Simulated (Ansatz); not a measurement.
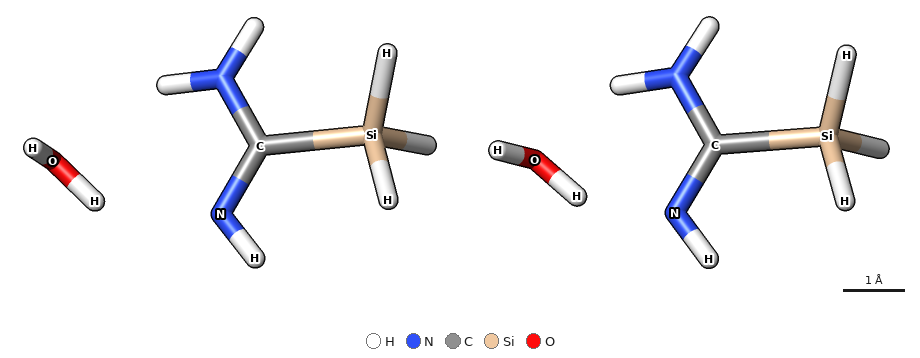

Two geometries of CH₈N₂OSi, drawn at one scale. One is the start of a relaxation, the other its converged end. The picture is a stick view, seen from a free direction.

Theory: Ansatz, UKS PBE-D4/6-31G*. (collinear spin; force threshold 0.03 eV/Å; at most 50 steps)

Q: Which one is relaxed?

A: The right one is the relaxed one. The run prepares an end point of a later path (reaction) calculation, from a guessed geometry. Over 8 accepted moves (9 points after the start) the energy falls by 0.151 eV. Largest force component: 0.42 eV/Å at the start, 0.017 eV/Å at the end. The line search rejected the trial step at point 7 of the run. The atom that moves furthest after the best rigid fit is an H atom (0.43 Å). Largest moves by element: H 0.43 Å, O 0.36 Å, N 0.10 Å, C 0.08 Å, Si 0.08 Å. Among the contacts that change: H–O 0.980 → 1.008 Å, H–N 1.024 → 1.041 Å, C–N 1.303 → 1.309 Å. Among the angles between lasting bonds that change: C–N–H 118.1° → 115.8°. The run took 32 s on 4 threads of Arm Neoverse N1 (shared host), peak memory 0.19 GiB.

Limits of the set-up: the start holds two separate molecules, 2.3 Å apart at their closest, whose relative position is a soft coordinate.
